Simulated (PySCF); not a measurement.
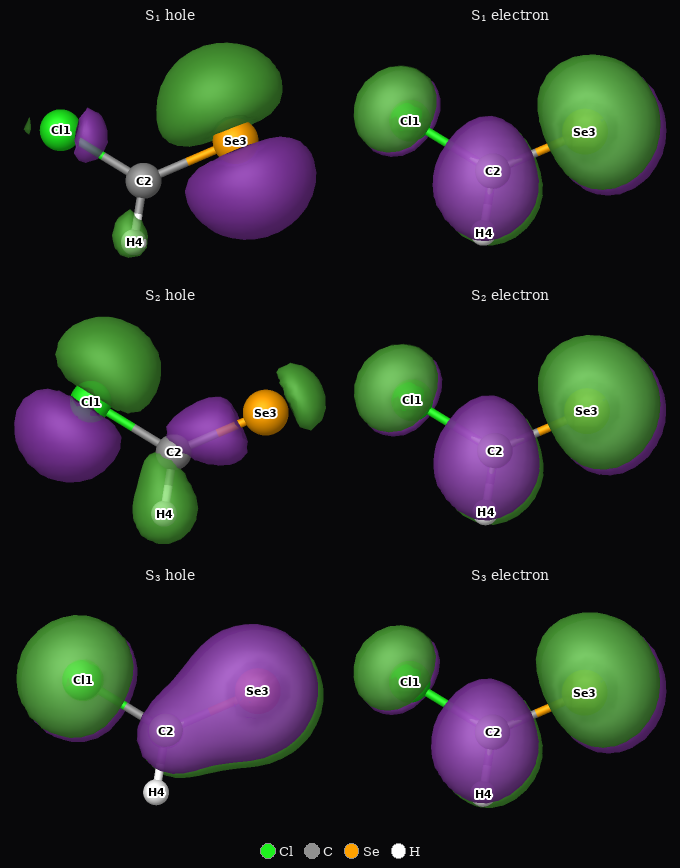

Figure. CHClSe, SMILES `ClC=[Se]`. Leading natural transition orbitals (TDA singlet states).

Method: B3LYP/aug-cc-pVDZ; geometry: GFN2-xTB; program: PySCF. No frequency check shows the geometry to be a minimum. GFN2-xTB bond lengths at metals and heavier atoms can be off by up to 0.1 Å and shapes distorted, which carries into these values.

Question: Describe these excited states.

Answer: By state:
- S₁: 2.19 eV (566 nm), f = 0.000 (dark), n → π*; the leading pair carries 100 %; hole on Se3 (86 %), C2 (6 %) and Cl1 (6 %), electron on Se3 (45 %), C2 (38 %) and Cl1 (13 %); their centroids lie 0.8 Å apart.
- S₂: 4.70 eV (264 nm), f = 0.002 (very weak), n → π*; the leading pair carries 100 %; hole on Cl1 (71 %), Se3 (13 %) and C2 (11 %), electron on Se3 (43 %), C2 (38 %) and Cl1 (14 %); their centroids lie 1.5 Å apart.
- S₃: 4.97 eV (250 nm), f = 0.114 (bright); the leading pair carries 61 %; hole on Se3 (59 %), Cl1 (28 %) and C2 (11 %), electron on Se3 (37 %), C2 (32 %) and Cl1 (26 %) (shares are of the whole state, not of the leading pair alone); their centroids lie 0.4 Å apart.
